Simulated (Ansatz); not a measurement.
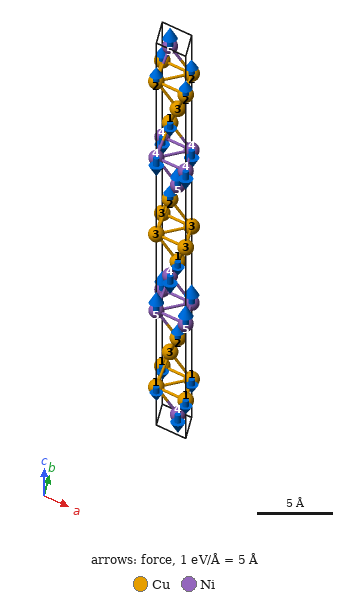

Starting geometry of a crystal of Cu₃Ni₂ (a generated structure, set up in R-3m) with the computed forces as blue arrows. A ball-and-stick model of the conventional cell (3 times the calculation's cell), seen from a free direction. Lengths and directions refer to the drawn axes.

Computed with Ansatz 0.2.0, DFT PBE, scalar-relativistic, plane waves, PAW. Settings: plane-wave cutoff 420 eV; k-point mesh 18 × 18 × 18; occupations gaussian; smearing width 0.1 eV; collinear spin; cell and atoms relaxed; force threshold 0.01 eV/Å; at most 80 steps.

**What follows when this structure is relaxed?**

It isn't relaxed: the largest force vector, on Ni atoms, is 0.30 eV/Å. The atoms end up moving mostly along the starting forces (cosine between the two patterns 0.97). Over 5 accepted moves (7 points after the start) the energy falls by 6.7 meV per atom. The largest force component goes from 0.3 to 0.00048 eV/Å. Pressure: −3.09 GPa at the start and 0.00 GPa at the end. At 2 points the geometry stayed and the basis and grid were re-selected for the new cell (energy shift of 0.1 meV per atom at most each time). The largest moves relative to the cell, 0.044 Å, are those of Cu1 and Cu2. Cu2 goes along +c. By element the largest moves are Cu 0.044 Å, Ni 0.037 Å. Cell: a = b 2.547 → 2.527 Å (−0.8 %), c 31.195 → 31.123 Å (−0.2 %). Volume −1.8 %. Near-neighbour distances that change, for instance: Ni4–Ni5 2.547 → 2.476 Å, Cu1–Cu3 2.547 → 2.573 Å, Cu1–Cu1 2.547 → 2.527 Å, Ni4–Ni4 2.547 → 2.527 Å. The space group stays R-3m (No. 166). The run took 14 min on 4 threads of Arm Neoverse V1 (shared host), peak memory 2.6 GiB.
